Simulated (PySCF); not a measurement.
**C₅H₈OSi₂: density, localisation and related maps**

Input

```
{"job": {"kind": "nmr", "xc": "PBE0", "basis": "pcSseg-1"}, "charge": 0, "multiplicity": 1}
C      2.272470     0.444394     1.378502
C      1.374659    -0.220390     0.945320
C      0.325281    -1.032486     0.381736
C      0.772104    -1.527727    -1.005118
O      1.477004    -2.461539    -1.268779
Si    -0.372107    -0.272060    -1.922301
C     -0.921374    -0.228976    -0.080894
Si    -1.251541     1.410027     0.825374
H      3.044591     1.027534     1.783317
H      0.104196    -1.852867     1.071884
H     -1.299353    -0.789936    -2.923485
H      0.337810     0.913534    -2.389589
H     -1.804916    -0.859475     0.054100
H     -1.320013     1.164302     2.267190
H     -2.543078     1.912509     0.347281
H     -0.203331     2.382100     0.524051
```

Run with:

```sh
OMP_NUM_THREADS=1 python probes_run.py task.json out
```

Geometry: GFN2-xTB.

These are results of PBE0/pcSseg-1, SCF density, gas phase, non-relativistic (PySCF), not measurements.

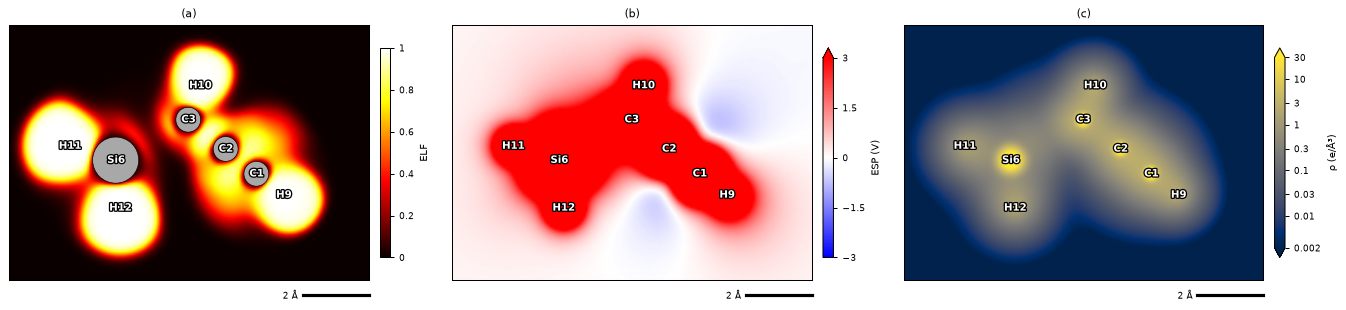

Figure 1. (a) ELF; (b) molecular electrostatic potential; (c) total electron density on the plane of atoms C2, C3 and H10. Grey discs cover the atomic cores in the ELF map.

Read the bonding off the picture.

The section cuts through C, Si and H sites. C–C (1.20 Å): ρ is about 2.7 e/Å³ halfway; the ELF peaks at about 0.85 between the atoms; a multiple bond. C–H (1.05 Å): ρ at the midpoint is about 2.1 e/Å³; the ELF climbs to about 1 towards the hydrogen, as it does in any bond to H: an ordinary covalent bond to hydrogen. Si–H (1.46 Å): ρ at the midpoint is about 0.82 e/Å³; the ELF climbs to about 1 towards the hydrogen. Outside the dense part of the molecule the potential is most negative (−0.7 V) near C1.

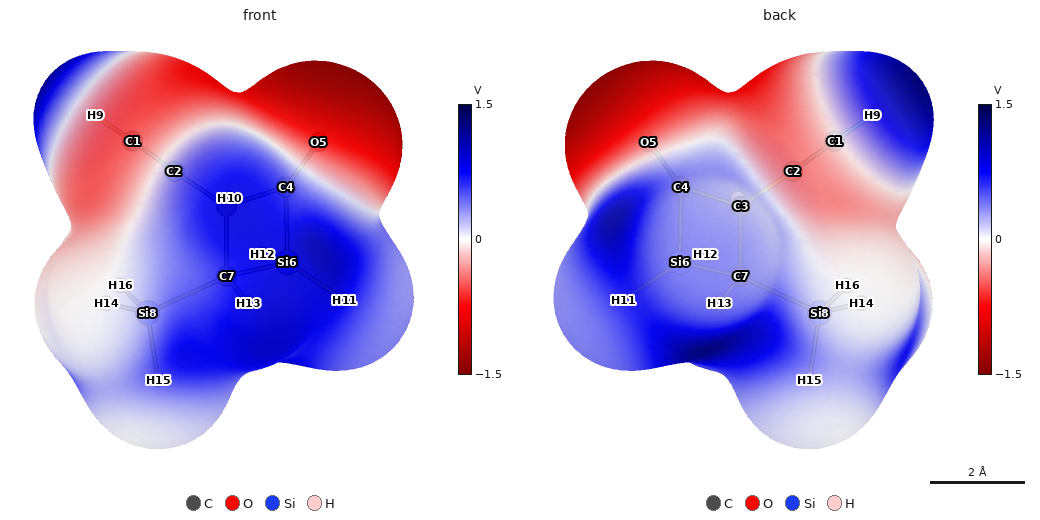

Figure 2. The electrostatic potential painted on the density surface at 0.001 e/bohr³, seen from the front and from behind; the colour scale runs from red (negative) to blue (positive).

Where is the surface potential most negative and most positive?

The most negative region (about −1.4 V) lies over O5, the most positive (about +1.3 V) over Si6 and H9. O5 is the likeliest acceptor of a hydrogen bond.
